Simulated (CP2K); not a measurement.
# H3NOSn (SMILES [NH2][Sn][OH]): a first try and a second

Aim: energy and gradient of H3NOSn at PM6.

The results are computed with CP2K 2026.2.

## (1) The molecule

H3NOSn: 6 atoms, total charge 0, spin state singlet. As SMILES, `[NH2][Sn][OH]`. The shape comes from GFN2-xTB, which is rough for such elements, and wasn't checked as a minimum.

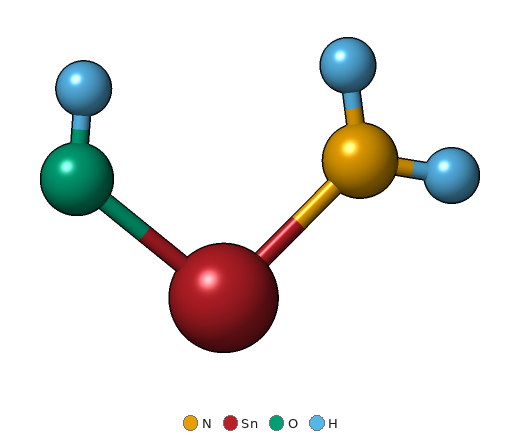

The structure, seen from a chosen angle (nitrogen amber, tin red, oxygen teal, hydrogen blue).

## (2) First attempt

Input file molecule.pdb:

```
HETATM    1 N    MOL A   1      -0.744   0.006  -0.830  1.00  0.00           N
HETATM    2 Sn   MOL A   1       0.725  -1.282  -0.173  1.00  0.00          SN
HETATM    3 O    MOL A   1       1.370  -0.163   1.399  1.00  0.00           O
HETATM    4 H    MOL A   1      -1.365  -0.143  -1.613  1.00  0.00           H
HETATM    5 H    MOL A   1      -0.993   0.897  -0.420  1.00  0.00           H
HETATM    6 H    MOL A   1       1.006   0.686   1.638  1.00  0.00           H
END
```

Input file mol.inp:

```
&GLOBAL
 PROJECT_NAME mol
 RUN_TYPE ENERGY_FORCE
 PRINT_LEVEL MEDIUM
&END

&FORCE_EVAL
 METHOD QS
 &DFT
  &QS
   METHOD PM6
   EPS_DEFAULT 1.0E-10
   &SE
    &COULOMB
     CUTOFF [angstrom] 50
     RC_RANGE [angstrom] 0
    &END
    &EXCHANGE
     CUTOFF [angstrom] 50
     RC_RANGE [angstrom] 0
    &END
   &END
  &END
  &POISSON
   PERIODIC NONE
   POISSON_SOLVER ANALYTIC
  &END
  &SCF
   SCF_GUESS ATOMIC
   EPS_SCF 1.0E-07
   MAX_SCF 50
   &OT
    MINIMIZER DIIS
    PRECONDITIONER FULL_ALL
   &END
   &OUTER_SCF
    EPS_SCF 1.0E-07
    MAX_SCF 8
   &END
  &PRINT
   &MOMENTS
    PERIODIC F
    REFERENCE COM
    MAX_MOMENT 1
   &END
   &MO_CUBES
    NLUMO 3
    NHOMO -1
    WRITE_CUBE F
   &END
   &HIRSHFELD OFF
   &END
  &END
 &END
 &SUBSYS
  &CELL
   ABC 14.7 14.2 15.3
   PERIODIC NONE
  &END
  &TOPOLOGY
   COORD_FILE_NAME molecule.pdb
   COORD_FILE_FORMAT PDB
   CONN_FILE_FORMAT OFF
   &CENTER_COORDINATES
   &END
  &END
 &END
 &PRINT
  &FORCES ON
  &END
 &END
&END
```

Command:

```bash
$ OMP_NUM_THREADS=1 cp2k.psmp -i mol.inp > mol.out 2>&1
```

The program printed:

```text
Possible matches for unknown subsection

 MOMENTS

   subsection MOMENTS in section %__ROOT__%FORCE_EVAL%DFT%ENERGY_CORRECTION%PRINT score:  110
   subsection MOMENTS in section %__ROOT__%FORCE_EVAL%DFT%REAL_TIME_PROPAGATION%PRINT score:  110
   subsection MOMENTS in section %__ROOT__%FORCE_EVAL%DFT%PRINT score:  110
   subsection MOMENTS_FT in section %__ROOT__%FORCE_EVAL%DFT%REAL_TIME_PROPAGATION%PRINT score:  107
   enum SILENT in section %__ROOT__%GLOBAL%PRINT for keyword _SECTION_PARAMETERS_ score:  106

 *******************************************************************************
 *   ___                                                                       *
 *  /   \                                                                      *
 * [ABORT]                                                                     *
 *  \___/               unknown subsection MOMENTS of section PRINT            *
 *    |                                                                        *
 *  O/|                                                                        *
 * /| |                                                                        *
 * / \                                               input/input_parsing.F:192 *
 *******************************************************************************

 ===== Routine Calling Stack =====

            6 section_vals_parse
            5 section_vals_parse
            4 section_vals_parse
            3 section_vals_parse
            2 section_vals_parse
            1 read_input

Program received signal SIGABRT: Process abort signal.

Backtrace for this error:
#0  0x525e97e6f957 in ???
#1  0x525eb8724cac in __pthread_kill_implementation
#2  0x525eb86cbfb7 in raise
#3  0x525eb86b5d37 in abort
#4  0x525e98542d83 in ???
#5  0x525e98544297 in ???
#6  0x525e986b3e77 in ???
#7  0x525e986b38f7 in ???
#8  0x525e986b38f7 in ???
#9  0x525e986b38f7 in ???
#10  0x525e986b38f7 in ???
#11  0x525e97f89807 in ???
#12  0x525e987f4e8b in ???
#13  0x525e987f9d0b in ???
#14  0x525e97f10db3 in ???
#15  0x525e97f0ef13 in ???
#16  0x525eb86b6573 in __libc_start_call_main
#17  0x525eb86b6657 in __libc_start_main_impl
#18  0x525e97f0f06f in ???
#19  0xffffffffffffffff in ???
```

Wall time 0.46 s (1 thread of Arm Neoverse N1, shared host); peak memory 0.13 GiB.

## (3) Diagnosis

The input was rejected.

The telling line is `\___/               unknown subsection MOMENTS of section PRINT`. The fault: a section of the input isn't closed.

## (4) Second attempt

molecule.pdb is that of step 2.

Input file gas.inp:

```
&GLOBAL
  PROJECT gas
  RUN_TYPE ENERGY_FORCE
  PRINT_LEVEL MEDIUM
&END

&FORCE_EVAL
  METHOD QUICKSTEP
  &DFT
    &QS
      METHOD PM6
      EPS_DEFAULT 1.0E-10
      &SE
        &COULOMB
          CUTOFF [angstrom] 50
          RC_RANGE [angstrom] 0
        &END
        &EXCHANGE
          CUTOFF [angstrom] 50
          RC_RANGE [angstrom] 0
        &END
      &END
    &END
    ! no periodic images
    &POISSON
      PERIODIC NONE
      POISSON_SOLVER ANALYTIC
    &END
    &SCF
      SCF_GUESS ATOMIC
      EPS_SCF 1.0E-07
      MAX_SCF 50
      &OT
        MINIMIZER DIIS
        PRECONDITIONER FULL_ALL
      &END
      &OUTER_SCF
        EPS_SCF 1.0E-07
        MAX_SCF 8
      &END
    &END
    &PRINT
      &MOMENTS
        PERIODIC F
        REFERENCE COM
        MAX_MOMENT 1
      &END
      &MO_CUBES
        NLUMO 3
        NHOMO -1
        WRITE_CUBE F
      &END
      &HIRSHFELD OFF
      &END
    &END
  &END
  &SUBSYS
    &CELL
      ABC 14.7 14.2 15.3
      PERIODIC NONE
    &END
    &TOPOLOGY
      COORD_FILE_NAME molecule.pdb
      COORD_FILE_FORMAT PDB
      CONN_FILE_FORMAT OFF
      &CENTER_COORDINATES
      &END
    &END
  &END
  &PRINT
    &FORCES ON
    &END
  &END
&END
```

Command:

```bash
$ OMP_NUM_THREADS=1 cp2k.psmp gas.inp > gas.out
```

The program printed:

```text
CP2K| version string:                                       CP2K version 2026.2
 CP2K| Input file name                                                   gas.inp

[... 195 lines left out ...]
  Heat of formation [kcal/mol]:                               -21.64303708676517
[... 22 lines left out ...]
  *** SCF run converged in     5 steps ***
[... 11 lines left out ...]
  outer SCF iter =    2 RMS gradient =   0.40E-07 energy =        -21.5163369552
[... 14 lines left out ...]
 SE_DIPOLE| Moment [a.u.]           0.75894483      -0.19920049       0.66914530
[... 3 lines left out ...]
 *** WARNING in qs_scf_post_se.F:140 :: Printing of MO cube files not ***
[... 46 lines left out ...]
 -------------------------------------------------------------------------------
```

It took 0.93 s on 1 thread of Arm Neoverse N1, shared host; peak memory 0.14 GiB.

## (5) Results

Level: PM6.

| quantity | value |
| --- | --- |
| total energy | -21.51634 Eh |
| dipole moment | 2.62 D |
| heat of formation | -21.6 kcal/mol |
| largest force on an atom | 2.228 eV/Å |

**Reading.** The largest force is 2.23 eV/Å: the shape isn't a stationary point for this species at this level.
